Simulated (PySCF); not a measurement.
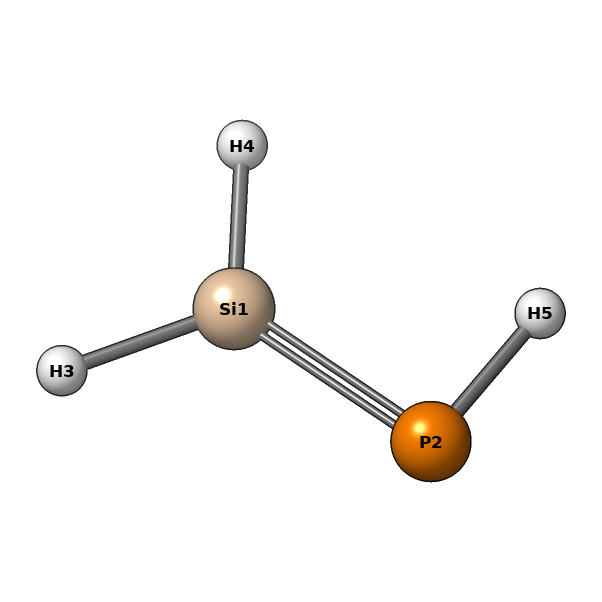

The computed structure is the end point of a PBE0-D3(BJ)/def2-SVP optimisation. No frequency run is at hand to confirm it as a minimum. Level of theory: delta-SCF UKS SCAN, pcX-2 on the ionised atom, pcseg-1 elsewhere, spin-free X2C (PySCF 2.14.0).

Give the core-electron binding energies (to vacuum; p and d levels without spin–orbit splitting) of Si1 1s, Si1 2p, P2 1s, P2 2p.

| atom | level | binding energy (eV) |
| --- | --- | --- |
| Si1 | 1s | 1846.9 |
| Si1 | 2p | 107.3 |
| P2 | 1s | 2149.4 |
| P2 | 2p | 136.2 |
